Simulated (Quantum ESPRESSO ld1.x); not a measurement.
**Atomic calculation, with input and output: Ta⁵⁸⁺**

System: the Ta⁵⁸⁺ ion in the configuration [Ne] 3s2 3p3 (high spin).
Method: scalar-relativistic Kohn-Sham, LDA (Slater exchange, Perdew-Zunger correlation), spin-polarised, spherical densities, point nucleus (Quantum ESPRESSO ld1.x 7.5).

### The program's output
```
     Program LD1 v.7.5 starts

     --------------------------- All-electron run ----------------------------

     scalar relativistic calculation

     atomic number is 73.00
     dft =PZ   lsd =1 sic =0 latt =0  beta=0.20 tr2=1.0E-14
     Exchange-correlation= PZ
                           (   1   1   0   0   0   0   0)
     mesh =2113 r(mesh) = 100.03704 a.u. xmin = -8.00 dx = 0.00800
     1 Ry =  13.60569312 eV, c = 137.03599908

     n l     nl                  e(Ry)          e(Ha)          e(eV)
     1 0     1S 1( 1.00)   -5281.665721053   -2640.832860527 -71860.7229789
     2 0     2S 1( 1.00)   -1170.636908048    -585.318454024 -15927.3265294
     2 1     2P 1( 3.00)   -1068.270041354    -534.135020677 -14534.5543552
     3 0     3S 1( 1.00)    -468.912132911    -234.456066456  -6379.8745820
     3 1     3P 1( 3.00)    -438.527230968    -219.263615484  -5966.4669306
     1 0     1S 2( 1.00)   -5280.782429250   -2640.391214625 -71848.7051817
     2 0     2S 2( 1.00)   -1169.873417108    -584.936708554 -15916.9387059
     2 1     2P 2( 3.00)   -1067.341219016    -533.670609508 -14521.9170834
     3 0     3S 2( 1.00)    -466.507469614    -233.253734807  -6347.1574712
     3 1     3P 2( 0.00)    -436.116071174    -218.058035587  -5933.6614304

     final scf error:  7.9E-15 reached in  14 iterations

     Etot =  -23806.039297 Ry,  -11903.019649 Ha, -323897.665150 eV
     Total magnetization:    3.00 Bohr mag.

     Ekin =   26765.899210 Ry,   13382.949605 Ha,  364168.610809 eV
     Encl =  -52618.079969 Ry,  -26309.039984 Ha, -715905.448774 eV
     Eh   =    2343.272402 Ry,    1171.636201 Ha,   31881.845199 eV
     Exc  =    -297.130940 Ry,    -148.565470 Ha,   -4042.672384 eV

     normalization and overlap integrals

     s(1S/1S) =  1.000000  <r> =   0.0187  <r2> =    0.0005  r(max) =   0.0117
     s(1S/2S) = -0.031313
     s(1S/3S) = -0.014884
     s(2S/2S) =  1.000000  <r> =   0.0781  <r2> =    0.0072  r(max) =   0.0668
     s(2S/3S) = -0.009559
     s(2P/2P) =  1.000000  <r> =   0.0696  <r2> =    0.0059  r(max) =   0.0542
     s(2P/3P) = -0.007634
     s(3S/3S) =  1.000000  <r> =   0.1889  <r2> =    0.0406  r(max) =   0.1786
     s(3P/3P) =  1.000000  <r> =   0.1853  <r2> =    0.0397  r(max) =   0.1744
     s(1S/1S) =  1.000000  <r> =   0.0187  <r2> =    0.0005  r(max) =   0.0117
     s(1S/2S) = -0.031320
     s(1S/3S) = -0.014864
     s(2S/2S) =  1.000000  <r> =   0.0781  <r2> =    0.0072  r(max) =   0.0668
     s(2S/3S) = -0.009550
     s(2P/2P) =  1.000000  <r> =   0.0696  <r2> =    0.0059  r(max) =   0.0542
     s(2P/3P) = -0.007626
     s(3S/3S) =  1.000000  <r> =   0.1890  <r2> =    0.0407  r(max) =   0.1786
     s(3P/3P) =  1.000000  <r> =   0.1855  <r2> =    0.0397  r(max) =   0.1744

     ------------------------ End of All-electron run ------------------------
```

### Orbitals

| orbital | occupation | energy (eV) | ⟨r⟩ (bohr) | outer maximum (bohr) |
| --- | --- | --- | --- | --- |
| 1s up | 1 | −71860.7 | 0.01867 | 0.0117 |
| 1s down | 1 | −71848.7 | 0.01866 | 0.0117 |
| 2s up | 1 | −15927.3 | 0.07813 | 0.0668 |
| 2s down | 1 | −15916.9 | 0.07809 | 0.0668 |
| 2p up | 3 | −14534.6 | 0.06962 | 0.0542 |
| 2p down | 3 | −14521.9 | 0.06961 | 0.0542 |
| 3s up | 1 | −6379.9 | 0.1889 | 0.179 |
| 3s down | 1 | −6347.2 | 0.1890 | 0.179 |
| 3p up | 3 | −5966.5 | 0.1853 | 0.174 |
| 3p down | 0 | −5933.7 | 0.1855 | 0.174 |

### Slater integrals of the outer shells (hartree)

```tsv
integral	value
F0(3p,3p)	4.8528
F2(3p,3p)	2.4237
F0(3p,3s)	4.7945
G1(3p,3s)	3.0993
F0(3p,2p)	6.4159
F2(3p,2p)	1.6698
G0(3p,2p)	0.6700
G2(3p,2p)	0.7431
F0(3p,2s)	6.2426
G1(3p,2s)	0.5298
F0(3s,3s)	4.7512
F0(3s,2p)	6.2110
G1(3s,2p)	0.6571
F0(3s,2s)	6.0966
```

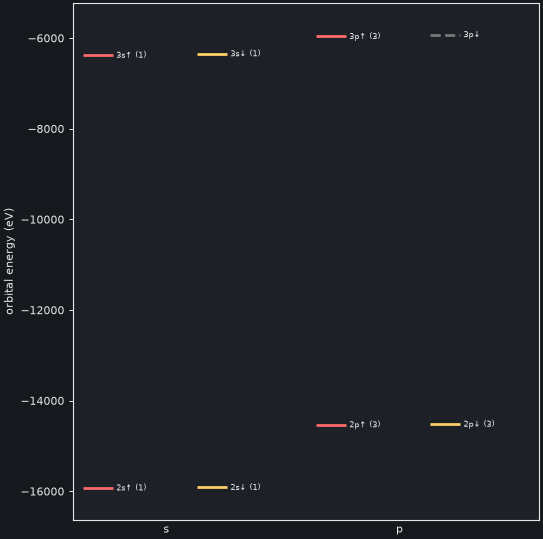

*The outer levels are drawn by angular momentum (occupations in brackets, up spins at the left of each column and down spins at the right, empty levels dashed).*

The highest occupied level is 3p up at −5966 eV. The highest 5 occupied levels, from the top down, are 3p up (−5966 eV), 3s down (−6347 eV), 3s up (−6380 eV), 2p down (−14.52 keV), 2p up (−14.53 keV). The lowest empty level drawn is 3p down at −5934 eV. The largest exchange splitting (down less up) among the shells drawn in both spins is that of 3p, 32.8 eV.

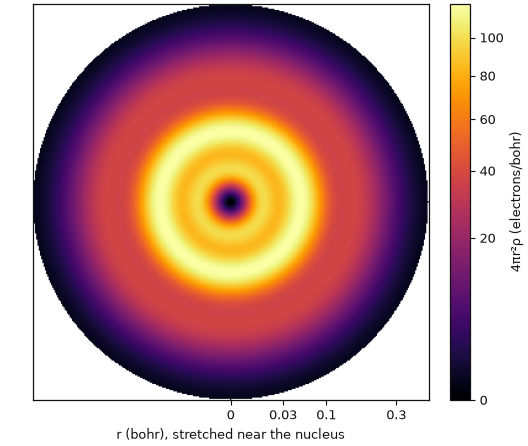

*The radial density 4πr²ρ as a disc about the nucleus, with the radius drawn as r to the power 0.5.*

There are 3 maxima, at r = 0.0124, 0.0547 and 0.161 bohr, parted by minima at 0.0254 and 0.138 bohr, inside which lie 2.0 and 10.7 electrons. The outermost maximum rises little above the minimum before it.

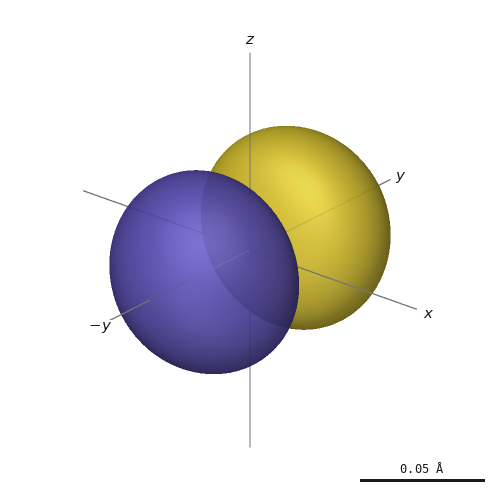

*The 2p(y) orbital of up spin. The radial function comes from the spherical calculation and is multiplied by a real spherical harmonic; the overall sign is chosen so that the largest lobe of P(r) is positive; at the scalar-relativistic level it is the large component. The surface of constant |ψ| that holds about 85 % of the electron is drawn, yellow where ψ is positive and blue where it is negative.*

It has the nodal plane xz and no radial node. The maximum of P² lies at 0.0542 bohr, ⟨r⟩ = 0.0696 bohr, 90 % of the charge lies within 0.113 bohr, and the eigenvalue is −14.53 keV, with 3 electrons in the shell for this spin.

### The input
```
 &input
    atom='Ta',
    iswitch=1,
    rel=1,
    lsd=1,
    dft='PZ',
    config='[Ne] 3s2 3p3',
    verbosity='high',
    prefix='ld1',
    max_out_wfc=37,
    file_charge='ld1.rho',
 /
```

### Summary

- outcome: converged
- total energy: −11903.0196 hartree
- kinetic energy: 13382.9496 hartree
- electron–nucleus energy: −26309.0400 hartree
- Hartree energy: 1171.6362 hartree
- exchange–correlation energy: −148.565470 hartree
- radius at density 0.001 e/bohr³: 0.56 bohr
- SCF iterations: 14
- hardware: 1 CPU thread, shared host
